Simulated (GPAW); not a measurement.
# Screening of a field by a 8-layer slab of Ta(100)

How does a 8-layer slab of Ta(100) screen a perpendicular field?

Calculated with GPAW 26.7.0; GPAW, PAW setups; slab in vacuum, relaxation, in the first sound run; inputs show where later runs differ.

## (1) The starting structure

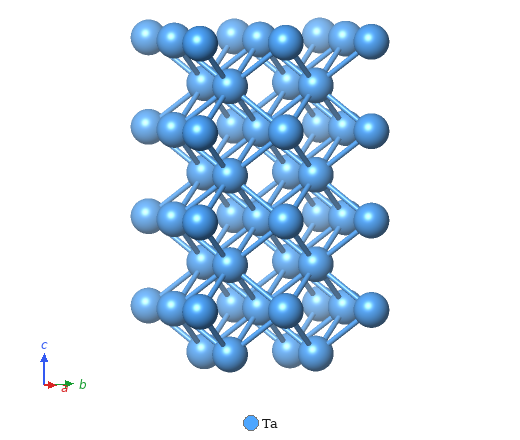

The cell as given, from the side, with the c axis up (tantalum blue). 2×2×1 cells are drawn. Some periodic images of atoms are drawn too.

The cell holds 8 atoms: 8 Ta. Its edges and angles: a = 3.310 Å, b = 3.310 Å, c = 25.585 Å, α = 90.0°, β = 90.0°, γ = 90.0°. Vacuum lies along c.

## (2) Relaxation

Forces are removed first; all later runs use this geometry. The lowest 4 atoms are held at bulk positions and keep their forces.

The input, run.py:

```python
import json
import numpy as np
from ase import Atoms
from ase.constraints import FixAtoms
from ase.optimize import BFGS
from gpaw import GPAW, PW

slab = Atoms(
    ['Ta', 'Ta', 'Ta', 'Ta', 'Ta', 'Ta', 'Ta', 'Ta'],
    positions=[
        [1.65500, 1.65500, 7.00000],
        [0.00000, 0.00000, 8.65500],
        [1.65500, 1.65500, 10.31000],
        [0.00000, 0.00000, 11.96500],
        [1.65500, 1.65500, 13.62000],
        [0.00000, 0.00000, 15.27500],
        [1.65500, 1.65500, 16.93000],
        [0.00000, 0.00000, 18.58500]],
    cell=[[3.31, 0.0, 0.0], [0.0, 3.31, 0.0], [0.0, 0.0, 25.585]],
    pbc=[True, True, False])

slab.calc = GPAW(mode=PW(400), xc='PBE', kpts={'size': (10, 10, 1), 'gamma': True},
                 occupations={'name': 'fermi-dirac', 'width': 0.1}, nbands='160%',
                 convergence={'density': 1e-05}, maxiter=200,
                 poissonsolver={'dipolelayer': 'xy'},
                 symmetry={'tolerance': 1e-3, 'extra_ids': [1, 1, 1, 1, 0, 0, 0, 0]}, txt='slab.txt')
result = {}
slab.set_constraint(FixAtoms([0, 1, 2, 3]))
path = []
opt = BFGS(slab, maxstep=0.2)
opt.attach(lambda: path.append((slab.get_potential_energy(), slab.positions.tolist(), slab.get_forces().tolist())))
result['relaxed'] = bool(opt.run(fmax=0.03, steps=40))
result['path'] = path
energy = slab.get_potential_energy()
fermi = slab.calc.get_fermi_level()
v = slab.calc.get_electrostatic_potential().mean((0, 1)) - fermi
n = slab.calc.get_pseudo_density().mean((0, 1))
L = slab.cell[2, 2]
z = np.arange(len(v)) * L / len(v)
low, high = slab.positions[:, 2].min(), slab.positions[:, 2].max()
below, above = np.interp([low - 4.8, high + 4.8], z, v)
slopes = [np.interp(x, z, np.gradient(v, z)) for x in (low - 4.8, high + 4.8)]
eps = np.array([[slab.calc.get_eigenvalues(k, s) for k in range(len(slab.calc.get_ibz_k_points()))]
                for s in range(slab.calc.get_number_of_spins())]) - fermi
top, bottom = eps[eps < 0].max(), eps[eps > 0].min()
dipole = slab.get_dipole_moment()[2]
print(f'energy {energy:.4f} eV, Fermi level {fermi:.4f} eV, dipole {dipole:.5f} e A')
print(f'potential 4.8 A off the faces, from the Fermi level: lower {below:.4f} eV, upper {above:.4f} eV')
print(f'slope of the potential there: lower {slopes[0]:.5f}, upper {slopes[1]:.5f} eV/A')
print(f'nearest levels on the mesh: {top:.4f} and {bottom:.4f} eV')
print('magnetic moment', round(slab.get_magnetic_moment(), 3))
result.update(energy=energy, fermi=fermi, dipole=dipole, below=below, above=above, slopes=slopes, edges=[top, bottom],
              z=z.tolist(), v=v.tolist(), n=n.tolist(), positions=slab.positions.tolist(),
              forces=slab.get_forces(apply_constraint=False).tolist(), moments=slab.get_magnetic_moments().tolist())
json.dump(result, open('result.json', 'w'))
```

Started as:

```console
$ OMP_NUM_THREADS=1 OPENBLAS_NUM_THREADS=1 python run.py
```

The program printed:

```text
Step          Energy          fmax
BFGS:    0      -75.326776        1.238134
BFGS:    1      -75.368847        1.069035
BFGS:    2      -75.451571        0.472298
BFGS:    3      -75.456911        0.237447
BFGS:    4      -75.458897        0.178277
BFGS:    5      -75.462738        0.064120
BFGS:    6      -75.462891        0.056794
BFGS:    7      -75.463130        0.039240
BFGS:    8      -75.463207        0.036256
BFGS:    9      -75.463265        0.034534
BFGS:   10      -75.463319        0.041789
BFGS:   11      -75.463467        0.056848
BFGS:   12      -75.463587        0.048131
BFGS:   13      -75.463801        0.015664
energy -75.3276 eV, Fermi level 4.4179 eV, dipole 0.01077 e A
potential 4.8 A off the faces, from the Fermi level: lower 3.9902 eV, upper 3.8089 eV
slope of the potential there: lower -0.00362, upper 0.00342 eV/A
nearest levels on the mesh: -0.0154 and 0.0054 eV
magnetic moment 0.0
```

Wall time 29 min (1 thread of Intel Xeon 6975P-C (Granite Rapids), shared host); peak memory 0.37 GiB.

Relaxation path:

```
step  energy less that of the first step (eV)  largest force (eV/Å)
   1                                   0.0000                1.2381
   2                                  -0.0434                1.0690
   3                                  -0.1319                0.4723
   4                                  -0.1366                0.2374
   5                                  -0.1385                0.1783
   6                                  -0.1426                0.0641
   7                                  -0.1428                0.0568
   8                                  -0.1431                0.0392
   9                                  -0.1432                0.0363
  10                                  -0.1432                0.0345
  11                                  -0.1432                0.0418
  12                                  -0.1434                0.0568
  13                                  -0.1436                0.0481
  14                                  -0.1439                0.0157
```

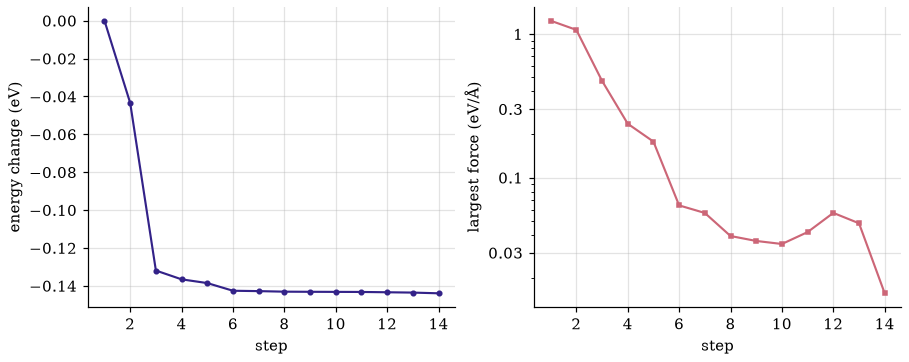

Energy and largest force along the relaxation.

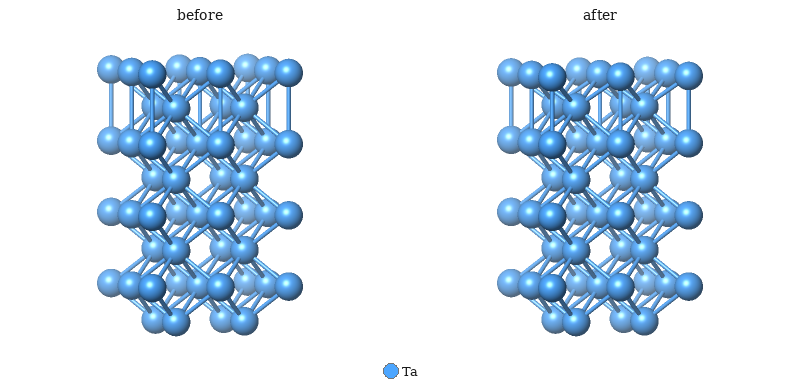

The structure before and after the relaxation, drawn at the same scale.

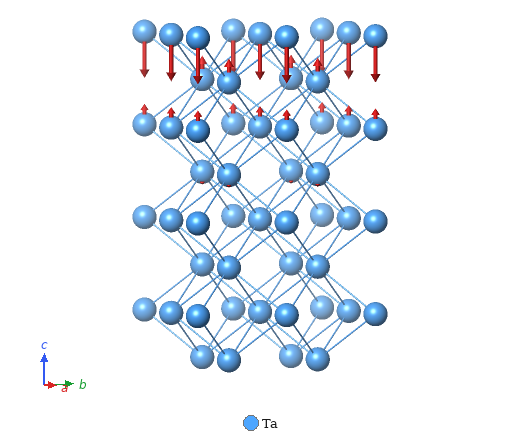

Displacements in the relaxation, exaggerated; the longest in the cell stands for 0.14 Å. 2×2×1 cells are drawn. Some periodic images of atoms are drawn too.

The atoms that moved most (Å):

```
atom     dx     dy      dz  length
 Ta8  0.000  0.000  -0.138   0.138
 Ta7  0.000  0.000   0.052   0.052
 Ta6  0.000  0.000   0.040   0.040
 Ta5  0.000  0.000  -0.010   0.010
```

The relaxed structure:

```xyz
8
Lattice="3.3100 0.0000 0.0000 0.0000 3.3100 0.0000 0.0000 0.0000 25.5850" Properties=species:S:1:pos:R:3
Ta    1.6550    1.6550    7.0000
Ta    0.0000    0.0000    8.6550
Ta    1.6550    1.6550   10.3100
Ta    0.0000    0.0000   11.9650
Ta    1.6550    1.6550   13.6095
Ta    0.0000    0.0000   15.3149
Ta    1.6550    1.6550   16.9820
Ta    0.0000    0.0000   18.4470
```

This step gave:

```
dipole along the normal                    : 0.01077 e·Å
levels nearest the Fermi level on the mesh : -0.01544, 0.005404 eV from the Fermi level
upper work function                        : 3.809 eV
lower work function                        : 3.990 eV
```

The electrostatic potential energy of an electron (without an applied field's), less the Fermi level, planar mean oscillates, so the rows of the table below give means over windows of 1.65 Å about each position, cut where the curve ends. Its maxima inside the range that stand out by 2 % of the span (Å: eV): 7.9: -6.96, 9.5: -6.86, 11.1: -6.86, 12.8: -6.87, 14.5: -6.17, 16.2: -6.79, 17.7: -9.84. Its minima: 7.0: -17.6, 8.6: -17.2, 10.3: -17.1, 11.9: -17.0, 13.6: -17.0, 15.4: -17.2, 17.0: -17.3, 18.4: -17.8.

Table of electrostatic potential energy of an electron (without an applied field's), less the Fermi level, planar mean by z; means over each step:

```
z (Å)  electrostatic potential energy of an electron (without an applied field's), less the Fermi level, planar mean (eV)
 0.82                                                                                                                3.98
 2.47                                                                                                                3.99
 4.12                                                                                                                3.83
 5.77                                                                                                              -0.700
 7.42                                                                                                               -12.0
 9.07                                                                                                               -11.8
10.72                                                                                                               -11.8
12.37                                                                                                               -11.8
14.02                                                                                                               -11.4
15.67                                                                                                               -11.7
17.32                                                                                                               -13.4
18.97                                                                                                               -8.50
20.62                                                                                                                3.18
22.27                                                                                                                3.79
23.92                                                                                                                3.81
```

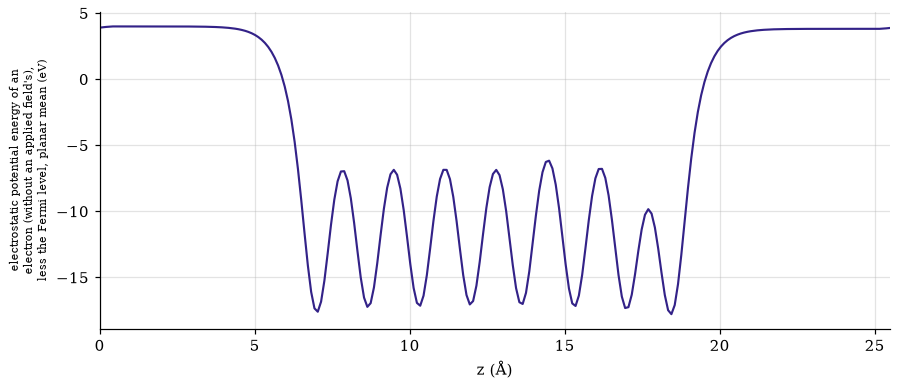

Electrostatic potential energy of an electron (without an applied field's), less the Fermi level, planar mean against z.

The pseudo valence density, planar mean oscillates, so the rows of the table below give means over windows of 1.71 Å about each position, cut where the curve ends. Its maxima inside the range that stand out by 2 % of the span (Å: e/Å³): 7.0: 1.09, 8.7: 1.09, 10.2: 1.10, 11.9: 1.12, 13.6: 1.11, 15.4: 1.11, 17.1: 1.12, 18.3: 1.07. Its minima: 7.9: 0.424, 9.4: 0.422, 11.1: 0.410, 12.8: 0.413, 14.5: 0.385, 16.2: 0.407, 17.7: 0.523.

Table of pseudo valence density, planar mean by z; means over each step:

```
z (Å)  pseudo valence density, planar mean (e/Å³)
 0.85                                      4.1e-6
 2.56                                      1.6e-4
 4.28                                     0.00547
 5.98                                       0.248
 7.70                                       0.722
 9.41                                       0.727
11.12                                       0.728
12.82                                       0.733
14.54                                       0.698
16.25                                       0.725
17.96                                       0.804
19.66                                       0.156
21.38                                     0.00336
23.09                                      9.4e-5
```

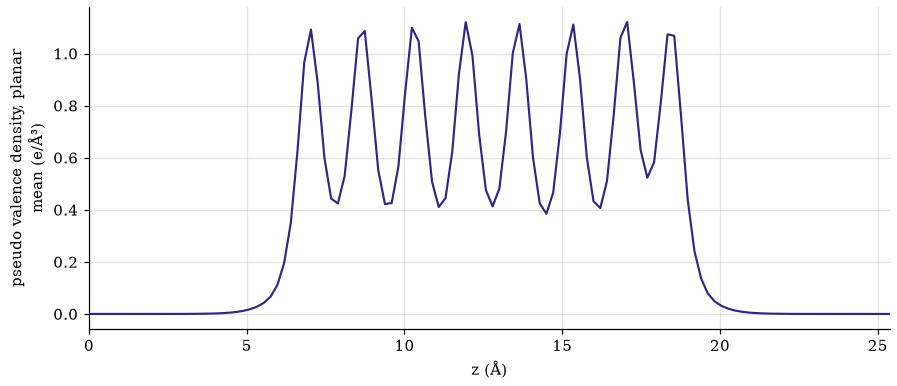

Pseudo valence density, planar mean against z.

The relaxation lowered the energy of the cell by 0.144 eV (energies extrapolated to zero smearing; the optimiser's log prints free energies). The largest force left on a free atom is 0.016 eV/Å.

## (3) The slab's potential

With the geometry fixed, the planar mean of the potential gives the vacuum level on each side.

This step: GPAW, PAW setups; slab in vacuum (GPAW 26.7.0).

Edit run.py of step 2 so:

```diff
@@ -3,4 +3,2 @@
 from ase import Atoms
-from ase.constraints import FixAtoms
-from ase.optimize import BFGS
 from gpaw import GPAW, PW
@@ -14,6 +12,6 @@
         [0.00000, 0.00000, 11.96500],
-        [1.65500, 1.65500, 13.62000],
-        [0.00000, 0.00000, 15.27500],
-        [1.65500, 1.65500, 16.93000],
-        [0.00000, 0.00000, 18.58500]],
+        [1.65500, 1.65500, 13.60950],
+        [0.00000, -0.00000, 15.31491],
+        [1.65500, 1.65500, 16.98201],
+        [0.00000, -0.00000, 18.44698]],
     cell=[[3.31, 0.0, 0.0], [0.0, 3.31, 0.0], [0.0, 0.0, 25.585]],
@@ -25,10 +23,4 @@
                  poissonsolver={'dipolelayer': 'xy'},
-                 symmetry={'tolerance': 1e-3, 'extra_ids': [1, 1, 1, 1, 0, 0, 0, 0]}, txt='slab.txt')
+                 symmetry={'tolerance': 1e-3}, txt='slab.txt')
 result = {}
-slab.set_constraint(FixAtoms([0, 1, 2, 3]))
-path = []
-opt = BFGS(slab, maxstep=0.2)
-opt.attach(lambda: path.append((slab.get_potential_energy(), slab.positions.tolist(), slab.get_forces().tolist())))
-result['relaxed'] = bool(opt.run(fmax=0.03, steps=40))
-result['path'] = path
 energy = slab.get_potential_energy()
```

The program printed:

```text
energy -75.3276 eV, Fermi level 4.4180 eV, dipole 0.01084 e A
potential 4.8 A off the faces, from the Fermi level: lower 3.9898 eV, upper 3.8087 eV
slope of the potential there: lower -0.00363, upper 0.00343 eV/A
nearest levels on the mesh: -0.0155 and 0.0054 eV
magnetic moment 0.0
```

Wall time 3.3 min (1 thread); peak memory 0.37 GiB.

This step gave:

| Item | Value |
| --- | --- |
| dipole along the normal | 0.01084 e·Å |
| levels nearest the Fermi level on the mesh | -0.01549, 0.005435 eV from the Fermi level |

The electrostatic potential energy of an electron (without an applied field's), less the Fermi level, planar mean oscillates, so the rows of the table below give means over windows of 1.65 Å about each position, cut where the curve ends. Its maxima inside the range that stand out by 2 % of the span (Å: eV): 7.9: -6.96, 9.5: -6.86, 11.1: -6.86, 12.8: -6.87, 14.5: -6.17, 16.2: -6.79, 17.7: -9.84. Its minima: 7.0: -17.6, 8.6: -17.2, 10.3: -17.1, 11.9: -17.0, 13.6: -17.0, 15.4: -17.2, 17.0: -17.3, 18.4: -17.8.

The electrostatic potential energy of an electron (without an applied field's), less the Fermi level, planar mean by z; means over each step:

```
z (Å)  electrostatic potential energy of an electron (without an applied field's), less the Fermi level, planar mean (eV)
 0.82                                                                                                                3.98
 2.47                                                                                                                3.99
 4.12                                                                                                                3.83
 5.77                                                                                                              -0.701
 7.42                                                                                                               -12.0
 9.07                                                                                                               -11.8
10.72                                                                                                               -11.8
12.37                                                                                                               -11.8
14.02                                                                                                               -11.4
15.67                                                                                                               -11.7
17.32                                                                                                               -13.4
18.97                                                                                                               -8.50
20.62                                                                                                                3.18
22.27                                                                                                                3.79
23.92                                                                                                                3.81
```

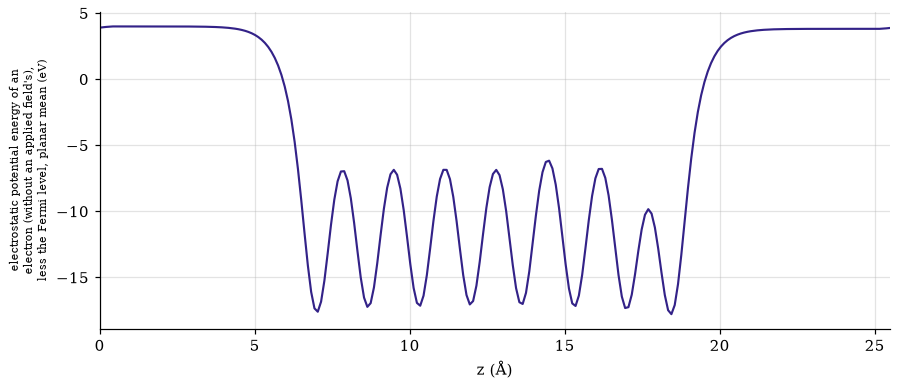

Electrostatic potential energy of an electron (without an applied field's), less the Fermi level, planar mean against z.

The pseudo valence density, planar mean oscillates, so the rows of the table below give means over windows of 1.71 Å about each position, cut where the curve ends. Its maxima inside the range that stand out by 2 % of the span (Å: e/Å³): 7.0: 1.09, 8.7: 1.09, 10.2: 1.10, 11.9: 1.12, 13.6: 1.11, 15.4: 1.11, 17.1: 1.12, 18.3: 1.07. Its minima: 7.9: 0.424, 9.4: 0.422, 11.1: 0.410, 12.8: 0.413, 14.5: 0.385, 16.2: 0.407, 17.7: 0.523.

The pseudo valence density, planar mean by z; means over each step:

(Unchanged from step 2.)

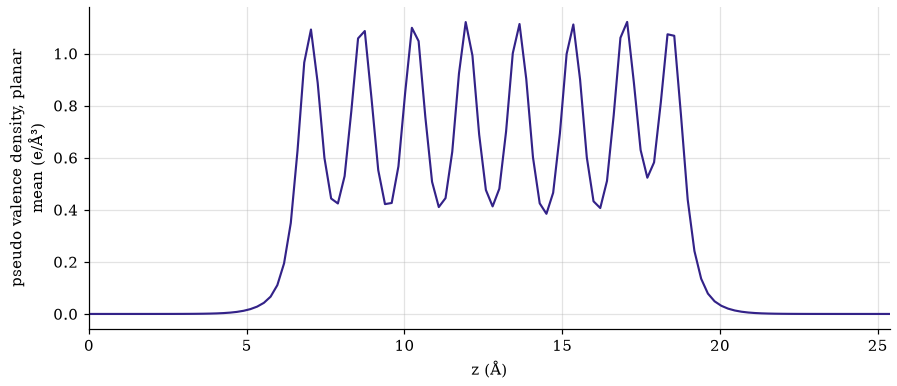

Pseudo valence density, planar mean against z.

Force by atom:

```
atom  x (eV/Å)  y (eV/Å)  z (eV/Å)  size
 Ta1      0.00      0.00      1.27  1.27
 Ta2      0.00      0.00     -1.27  1.27
 Ta3      0.00      0.00     -0.36  0.36
 Ta4      0.00      0.00      0.36  0.36
 Ta5      0.00      0.00     -0.01  0.01
 Ta6      0.00      0.00      0.01  0.01
 Ta7      0.00      0.00      0.01  0.01
 Ta8      0.00      0.00     -0.02  0.02
```

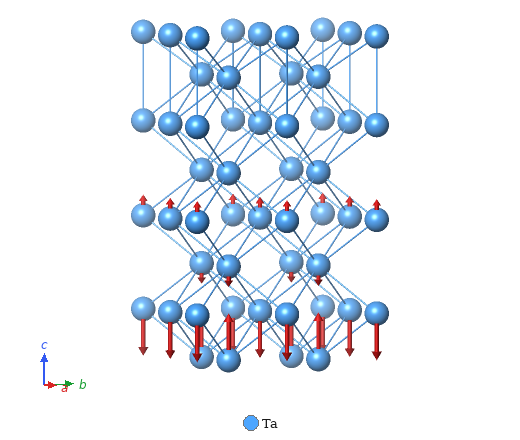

Force as arrows, the longest 1.27 eV/Å. 2×2×1 cells are drawn. Some periodic images of atoms are drawn too.

The potential is flat to 0.004 eV/Å where it is read, so the vacuum is wide enough.

[end of part 1 of 3]

[Logs are printed without paths, hosts, clocks, repeated set-up lines and the standing remarks that a program may print on its own settings, such as how far it seeks lower states.]

[Hosts, paths, dates, database ids (printed as entryN), source tags and the programs' standing remarks are cut or masked in the printed files.]
